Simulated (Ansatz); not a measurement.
# A workflow on AlCl2F (SMILES [F][Al]([Cl])[Cl])

We compute a series of 28 runs (HF/STO-3G, UHF/STO-3G, HF/3-21G, UHF/3-21G, HF/6-31G*, UHF/6-31G*, B3LYP/6-31G*, UB3LYP/6-31G*, and more) of AlCl2F. 

The results are computed with Ansatz 0.2.0.

## (1) The molecule

AlCl2F has 4 atoms, charge 0, and is taken as a singlet. As SMILES, `[F][Al]([Cl])[Cl]`. The coordinates come from a PBE0-D4/def2-TZVP relaxation. The run starts from this shape.

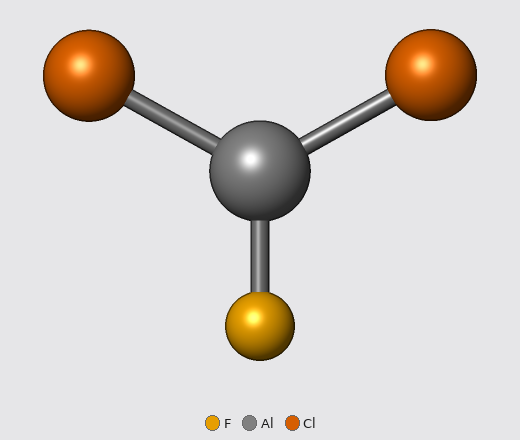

Viewed from a chosen angle; fluorine amber, aluminium grey, chlorine orange.

## (2) A geometry optimisation at HF/STO-3G (run 1)

Contents of molecule.yaml:

```yaml
crystal:
  periodic: [false, false, false]
  atoms:
    - {symbol: F, position_ang: [0.087420, 0.388220, 1.682350]}
    - {symbol: Al, position_ang: [0.004800, 0.021530, 0.093600]}
    - {symbol: Cl, position_ang: [1.223040, -1.463690, -0.663450]}
    - {symbol: Cl, position_ang: [-1.315270, 1.053930, -1.112510]}
basis:
  gaussian: {orbitals: STO-3G}
hamiltonian: {xc: hf}
relax: {f_tol: 0.002}
output: {orbitals: {seedname: orbitals}}
```

Command:

```bash
$ ansatz run molecule.yaml --threads 1 --pin off --max-ram 3480MiB --events-out events.jsonl --progress --plain --runs-dir runs
```

The program printed, cut to the lines that bear on the results:

```text
Warning: RAYON_NUM_THREADS=1 ignored (pool sized by the plan → 1); use --threads N
[...]
Functional definition: HF
  name "HF"
[...]
402 factors; integrals over basis functions are off by at most 1.2e-5 eV
[...]
mean field -33917.39833554 eV, -1246.4413987927 hartree, gradient 2.9e-5 eV, S^2 0.000000; 0 other end points of the search recorded, 0 dependent functions left out
[...]
reference -33917.39833554 eV, -1246.4413987927 hartree; 28, 28 occupied and 4, 4 virtual orbitals, 402 factors
relax step   1: F+E_penalty+E_count = -33917.39833554 eV  Δ(F+E_penalty+E_count) = +0.000e0 eV  max|allowed force component| = 1.601e0 eV/Å  Δτ_max = 0.0000 Å  (25 SCF iters, accepted)
[...]
relax step   3: F+E_penalty+E_count = -33917.43844914 eV  Δ(F+E_penalty+E_count) = -8.963e-3 eV  max|allowed force component| = 6.598e-2 eV/Å  Δτ_max = 0.0156 Å  (21 SCF iters, accepted)
[...]
relax step   4: F+E_penalty+E_count = -33917.43850796 eV  Δ(F+E_penalty+E_count) = -5.882e-5 eV  max|allowed force component| = 1.336e-3 eV/Å  Δτ_max = 0.0018 Å  (25 SCF iters, accepted)
402 factors; integrals over basis functions are off by at most 1.3e-5 eV
[...]
mean field -33917.43850796 eV, -1246.4428751019 hartree, gradient 8.0e-6 eV, S^2 0.000000; 1 other end points of the search recorded, 0 dependent functions left out
[...]
reference -33917.43850796 eV, -1246.4428751019 hartree; 28, 28 occupied and 4, 4 virtual orbitals, 402 factors
Total energy: -33917.43850796 eV, -1246.4428751019 hartree
Atom 0 at     0.086224     0.383098     1.660422 Å, force     0.000152     0.000003    -0.000843 eV/Å
Atom 1 at     0.005887     0.025870     0.111757 Å, force    -0.000431    -0.000196     0.001336 eV/Å
Atom 2 at     1.206773    -1.447110    -0.664451 Å, force     0.000179     0.000057    -0.000240 eV/Å
Atom 3 at    -1.298894     1.038132    -1.107738 Å, force     0.000099     0.000136    -0.000254 eV/Å
Dipole moment:     0.020206     0.089156     0.385627 e Å
```

Wall time 3 s (1 thread of Intel Xeon Platinum 8259CL at 2.50GHz (Skylake/Cascade Lake), shared host); peak memory 0.11 GiB.

Steps, from the record of the run:

| step | energy from the first frame kept (eV) | largest force (eV/Å) |
| --- | --- | --- |
| 1 | 0.0000 | 1.6449 |
| 2 | -0.0312 | 0.9420 |
| 3 | -0.0401 | 0.0677 |
| 4 | -0.0402 | 0.0014 |

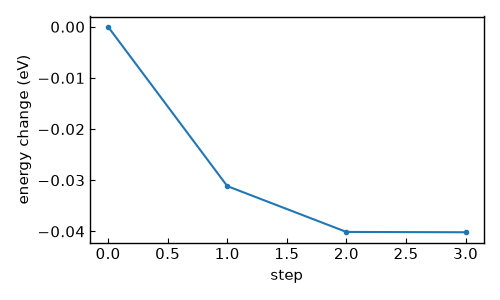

Energy along the run.

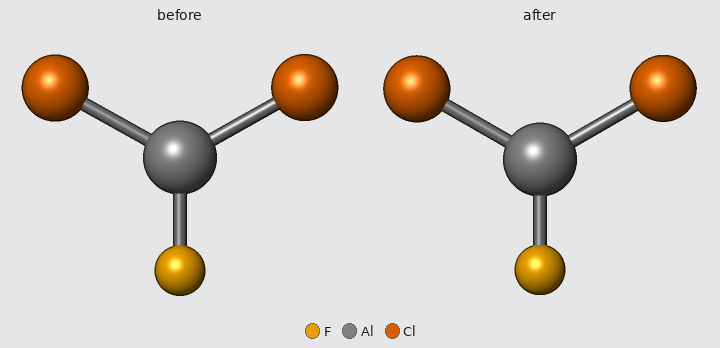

Before and after, at one scale.

After the run. Bond lengths: F1–Al2 1.591 Å, Al2–Cl3 2.053 Å, Al2–Cl4 2.053 Å. Angles: F1–Al2–Cl3 120.0°, F1–Al2–Cl4 120.0°, Cl3–Al2–Cl4 120.1°.

## (3) Vibrational wavenumbers at HF/STO-3G (run 2)

Contents of molecule.yaml:

```yaml
basis:
  gaussian:
    orbitals: STO-3G
crystal:
  periodic: [false, false, false]
  atoms:
    - {symbol: F, position_ang: [0.086224, 0.383098, 1.660422]}
    - {symbol: Al, position_ang: [0.005887, 0.025870, 0.111757]}
    - {symbol: Cl, position_ang: [1.206773, -1.447110, -0.664451]}
    - {symbol: Cl, position_ang: [-1.298894, 1.038132, -1.107738]}
hamiltonian:
  xc: hf
phonons:
  temperatures: {t_min: 298.15, t_max: 298.15, t_step: 1}
```

Command:

```bash
$ ansatz run molecule.yaml --threads 1 --pin off --max-ram 3480MiB --events-out events.jsonl --progress --plain --runs-dir runs
```

The program printed, cut to the lines that bear on the results:

```text
Warning: RAYON_NUM_THREADS=1 ignored (pool sized by the plan → 1); use --threads N
[... 2 set-up lines as earlier in the session ...]
[...]
402 factors; integrals over basis functions are off by at most 1.4e-5 eV
[...]
mean field -33917.43850796 eV, -1246.4428751021 hartree, gradient 2.4e-5 eV, S^2 0.000000; 0 other end points of the search recorded, 0 dependent functions left out
[...]
reference -33917.43850796 eV, -1246.4428751021 hartree; 28, 28 occupied and 4, 4 virtual orbitals, 402 factors
[...]
402 factors; integrals over basis functions are off by at most 1.4e-5 eV
[...]
mean field -33917.43850090 eV, -1246.4428748427 hartree, gradient 9.7e-7 eV, S^2 0.000000; 0 other end points of the search recorded, 0 dependent functions left out
[...]
reference -33917.43850090 eV, -1246.4428748427 hartree; 28, 28 occupied and 4, 4 virtual orbitals, 402 factors
[...]
402 factors; integrals over basis functions are off by at most 1.4e-5 eV
[...]
reference -33917.43849231 eV, -1246.4428745269 hartree; 28, 28 occupied and 4, 4 virtual orbitals, 402 factors
[...]
402 factors; integrals over basis functions are off by at most 1.4e-5 eV
mean field -33917.43849350 eV, -1246.4428745707 hartree, gradient 9.7e-7 eV, S^2 0.000000; 0 other end points of the search recorded, 0 dependent functions left out
[...]
reference -33917.43849350 eV, -1246.4428745707 hartree; 28, 28 occupied and 4, 4 virtual orbitals, 402 factors
Total energy: -33917.43850796 eV, -1246.4428751021 hartree
Atom 0 at     0.086224     0.383098     1.660422 Å, force     0.000152     0.000003    -0.000845 eV/Å
Atom 1 at     0.005887     0.025870     0.111757 Å, force    -0.000431    -0.000197     0.001332 eV/Å
Atom 2 at     1.206773    -1.447110    -0.664451 Å, force     0.000176     0.000060    -0.000237 eV/Å
Atom 3 at    -1.298894     1.038132    -1.107738 Å, force     0.000102     0.000134    -0.000250 eV/Å
Dipole moment:     0.020206     0.089155     0.385628 e Å
Vibrations: 175.45 230.33 247.13 506.76 754.05 1072.31 cm⁻¹, zero-point energy 0.185110 eV
```

Run time: 7.2 s. Hardware: 1 thread of Intel Xeon Platinum 8259CL at 2.50GHz (Skylake/Cascade Lake), shared host; peak memory 0.096 GiB.

Runs 3 to 27 aren't shown in full; the table further down has their settings and results.

## (4) The harmonic vibrations at CCSD(T)/cc-pVDZ (run 28)

Contents of input.yaml:

```yaml
crystal:
  periodic: [false, false, false]
  atoms:
    - {symbol: F, position_ang: [0.089681, 0.398298, 1.726093]}
    - {symbol: Al, position_ang: [0.004520, 0.020189, 0.087634]}
    - {symbol: Cl, position_ang: [1.245867, -1.491682, -0.678124]}
    - {symbol: Cl, position_ang: [-1.340078, 1.073185, -1.135613]}
basis:
  gaussian: {orbitals: cc-pVDZ}
correlation: {method: ccsd_t}
accuracy: high
scf: {omitted_lower_state_checks: [cluster_reference]}
phonons: {temperatures: {t_min: 298.15, t_max: 298.15, t_step: 1}}
```

Command:

```bash
$ ansatz run input.yaml --threads 1 --pin off --max-ram 3480MiB --events-out events.jsonl --progress --plain --runs-dir runs
```

The program printed, cut to the lines that bear on the results:

```text
Warning: RAYON_NUM_THREADS=1 ignored (pool sized by the plan → 1); use --threads N
[... 2 set-up lines as earlier in the session ...]
[...]
1444 factors; integrals over basis functions are off by at most 2.4e-9 eV
[...]
mean field -34302.32843427 eV, -1260.5873190063 hartree, gradient 2.7e-8 eV, S^2 0.000000; 0 other end points of the search recorded, 0 dependent functions left out
16 core orbitals not correlated: weight in the atoms' cores, before any rotation towards them, 1.000 or more for the frozen orbitals, at most 0.000 for the correlated occupied ones
reference -34302.32843427 eV, -1260.5873190063 hartree; 12, 12 occupied and 40, 40 virtual orbitals, 1444 factors
second order -13.87368035 eV of doubles, -0.00000000 eV of singles
cycle   1  -14.24695755 eV  change   -3.7e-1 eV  update   8.1e-2
[...]
perturbative correction -0.27054638 eV, -0.0099423961 hartree
[...]
reference -34302.32822815 eV, -1260.5873114315 hartree; 12, 12 occupied and 40, 40 virtual orbitals, 1444 factors
second order -13.87383262 eV of doubles, -0.00000000 eV of singles
[...]
cycle  19  -14.55217259 eV  change   -2.8e-9 eV  update   1.9e-9
perturbative correction -0.27058772 eV, -0.0099439154 hartree
[...]
Total energy: -34317.15099949 eV, -1261.1320382309 hartree
Atom 0 at     0.089681     0.398298     1.726093 Å, force    -0.000087    -0.000171    -0.000463 eV/Å
Atom 1 at     0.004520     0.020189     0.087634 Å, force     0.000160     0.000135    -0.000149 eV/Å
Atom 2 at     1.245867    -1.491682    -0.678124 Å, force    -0.000155     0.000136     0.000285 eV/Å
Atom 3 at    -1.340078     1.073185    -1.135613 Å, force     0.000082    -0.000100     0.000327 eV/Å
Dipole moment:    -0.006161    -0.027210    -0.117725 e Å
Vibrations: 151.11 199.97 238.05 429.42 633.69 874.88 cm⁻¹, zero-point energy 0.156661 eV
Checks for a lower state left out: cluster_reference
```

It took 4.4 min on 1 thread of Intel Xeon Platinum 8259CL at 2.50GHz (Skylake/Cascade Lake), shared host; peak memory 0.35 GiB.

## (5) All runs side by side

```
run                                level         task  walk f tol  partner   energy (Eh)  dipole moment (D)  wall time
  1                            HF/STO-3G     optimise       0.002     base  -1246.442875               1.90        3 s
  2                            HF/STO-3G  frequencies           –     base  -1246.442875               1.90      7.2 s
  3                           UHF/STO-3G       energy           –   cation  -1246.090429                  –      2.8 s
  4                           UHF/STO-3G     optimise           –   cation  -1246.140913                  –      9.3 s
  5                             HF/3-21G     optimise       0.002     base  -1254.308730               0.62      5.1 s
  6                             HF/3-21G  frequencies           –     base  -1254.308730               0.62      8.4 s
  7                            UHF/3-21G       energy           –   cation  -1253.872479                  –      4.2 s
  8                            UHF/3-21G     optimise           –   cation  -1253.898731                  –       14 s
  9      HF/6-31G* (Cartesian functions)     optimise       0.002     base  -1260.535346               0.05      8.1 s
 10      HF/6-31G* (Cartesian functions)  frequencies           –     base  -1260.535346               0.05       20 s
 11     UHF/6-31G* (Cartesian functions)       energy           –   cation  -1260.107255                  –      6.6 s
 12     UHF/6-31G* (Cartesian functions)     optimise           –   cation  -1260.132373                  –       26 s
 13   B3LYP/6-31G* (Cartesian functions)     optimise       0.002     base  -1262.880779               0.07       17 s
 14   B3LYP/6-31G* (Cartesian functions)  frequencies           –     base  -1262.880779               0.07       32 s
 15  UB3LYP/6-31G* (Cartesian functions)       energy           –   cation  -1262.448721                  –       11 s
 16  UB3LYP/6-31G* (Cartesian functions)     optimise           –   cation  -1262.458388                  –       48 s
 17                         PBE/def2-SVP     optimise       0.002     base  -1261.828862               0.45      8.4 s
 18                         PBE/def2-SVP  frequencies           –     base  -1261.828862               0.45       14 s
 19                        UPBE/def2-SVP       energy           –   cation  -1261.413466                  –       18 s
 20                        UPBE/def2-SVP     optimise           –   cation  -1261.420832                  –       48 s
 21     MP2/6-31G* (Cartesian functions)     optimise       0.002     base  -1261.014640               0.11       12 s
 22     MP2/6-31G* (Cartesian functions)  frequencies           –     base  -1261.014640               0.11       34 s
 23    UMP2/6-31G* (Cartesian functions)       energy           –   cation  -1260.563670                  –       15 s
 24    UMP2/6-31G* (Cartesian functions)     optimise           –   cation  -1260.586442                  –       51 s
 25                      MP2/aug-cc-pVDZ     optimise       0.002     base  -1261.161182               0.46       35 s
 26                      MP2/aug-cc-pVDZ  frequencies           –     base  -1261.161182               0.46       82 s
 27                      CCSD(T)/cc-pVDZ     optimise       0.002     base  -1261.132038               0.58    1.8 min
 28                      CCSD(T)/cc-pVDZ  frequencies           –     base  -1261.132038               0.58    4.4 min
```

## (6) What came out

```
                                                                             quantity           value
                                                run 28, CCSD(T)/cc-pVDZ: total energy  -1261.13204 Eh
                          run 28, CCSD(T)/cc-pVDZ: dipole moment (correlated density)          0.58 D
                run 28, CCSD(T)/cc-pVDZ: correlation energy (16 core orbitals frozen)      -544.7 mEh
                                              run 28, CCSD(T)/cc-pVDZ: (T) correction       -9.94 mEh
                                               run 28, CCSD(T)/cc-pVDZ: T1 diagnostic           0.012
                                    run 28, CCSD(T)/cc-pVDZ: largest force on an atom      0.001 eV/Å
                                  run 28, CCSD(T)/cc-pVDZ: lowest harmonic wavenumber        151 cm⁻¹
                                 run 28, CCSD(T)/cc-pVDZ: highest harmonic wavenumber        875 cm⁻¹
                                           run 28, CCSD(T)/cc-pVDZ: zero-point energy     15.1 kJ/mol
                        vertical ionisation energy (to the doublet cation), HF/STO-3G        9.591 eV
                         vertical ionisation energy (to the doublet cation), HF/3-21G       11.871 eV
                     vertical ionisation energy (to the doublet cation), B3LYP/6-31G*       11.757 eV
                     vertical ionisation energy (to the doublet cation), PBE/def2-SVP       11.303 eV
   adiabatic ionisation energy (to the doublet cation, no zero-point term), HF/6-31G*       10.965 eV
adiabatic ionisation energy (to the doublet cation, no zero-point term), B3LYP/6-31G*       11.494 eV
adiabatic ionisation energy (to the doublet cation, no zero-point term), PBE/def2-SVP       11.103 eV
  adiabatic ionisation energy (to the doublet cation, no zero-point term), MP2/6-31G*       11.652 eV
```

At HF/STO-3G: the vertical ionisation energy comes to 9.59 eV (925 kJ/mol). In a minimal basis such a difference can be off by several eV, whatever the method. At HF/3-21G: removing an electron at fixed nuclei costs 11.87 eV (1145 kJ/mol). At B3LYP/6-31G*: removing an electron at fixed nuclei costs 11.76 eV (1134 kJ/mol). At PBE/def2-SVP: removing an electron at fixed nuclei costs 11.30 eV (1091 kJ/mol). At HF/6-31G*: the adiabatic ionisation energy (to the doublet cation, no zero-point term) is 10.97 eV (253 kcal/mol). Totals of different functionals can't be ranked against each other. In runs 1, 2, 3, 4 the basis is minimal, so the values are rough. All runs together took 15 min, the longest 4.4 min.
